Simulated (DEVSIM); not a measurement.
System: Ti/SiO2/p-InP capacitor, at 250 K.

```tsv
layer (left to right)	material	thickness (nm)	Na (cm⁻³)
1	SiO2	9.30	-
2	InP	7900	6.2e15
```

Metal gate on the left, work function 4.33 eV. Fixed charge at the semiconductor interface 3.9e11 cm⁻² (in units of +e); no interface traps.

Constants are typed, rounded textbook-type inputs, not results; the design itself was drawn at random and stands for no fabricated device. Values at 300 K; Nc and Nv go as T^1.5, mobilities as T to minus their exponent, the gap by Varshni's rule with the affinity fixed.

```
parameter         SiO2       InP
----------------  ----  --------
gap (eV)             9     1.344
affinity (eV)      0.9      4.38
permittivity       3.9      12.5
Nc (cm⁻³)            -    5.7e17
Nv (cm⁻³)            -    1.1e19
Varshni α (eV/K)     -  0.000363
Varshni β (K)        -       162
```

Model (solved in DEVSIM): 1D Poisson equation in equilibrium, Boltzmann statistics, complete ionisation; no quantum confinement or tunnelling. Metal contacts follow the ideal Schottky-Mott rule: no Fermi-level pinning, no interface dipoles.

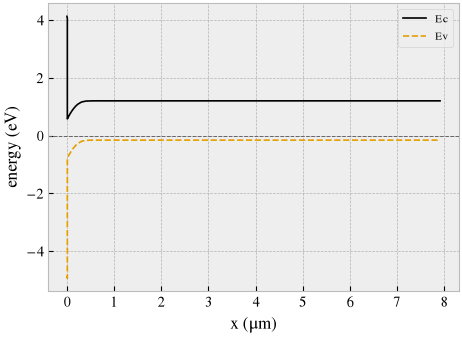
Figure: Band edges at -0.7 V on the gate

Energies count from the Fermi level of the right contact; mesh points crowd at the junctions.

```tsv
x (μm)	Ec (eV)	Ev (eV)	n (cm⁻³)	p (cm⁻³)	field (V/cm)
0.000	4.130	-4.870	< 1e2	< 1e2	-75000
0.001452	4.119	-4.881	< 1e2	< 1e2	-75000
0.004107	4.099	-4.901	< 1e2	< 1e2	-75000
0.007299	4.075	-4.925	< 1e2	< 1e2	-75000
0.009340	0.580	-0.780	880000	1600	33000
0.01104	0.586	-0.774	680000	2100	33000
0.01490	0.598	-0.762	380000	3700	32000
0.03028	0.647	-0.713	39000	36000	31000
0.05979	0.735	-0.625	680	2100000	28000
0.1328	0.918	-0.442	< 1e2	1.0e10	22000
0.3091	1.164	-0.196	< 1e2	9.4e14	6400
0.9608	1.204	-0.155	< 1e2	6.2e15	≈ 0
2.231	1.204	-0.155	< 1e2	6.2e15	≈ 0
4.998	1.204	-0.155	< 1e2	6.2e15	≈ 0
6.990	1.204	-0.155	< 1e2	6.2e15	≈ 0
7.529	1.204	-0.155	< 1e2	6.2e15	≈ 0
7.753	1.204	-0.155	< 1e2	6.2e15	≈ 0
7.843	1.204	-0.155	< 1e2	6.2e15	≈ 0
7.889	1.204	-0.155	< 1e2	6.2e15	≈ 0
7.902	1.204	-0.155	< 1e2	6.2e15	≈ 0
7.907	1.204	-0.155	< 1e2	6.2e15	≈ 0
7.909	1.204	-0.155	< 1e2	6.2e15	≈ 0
```
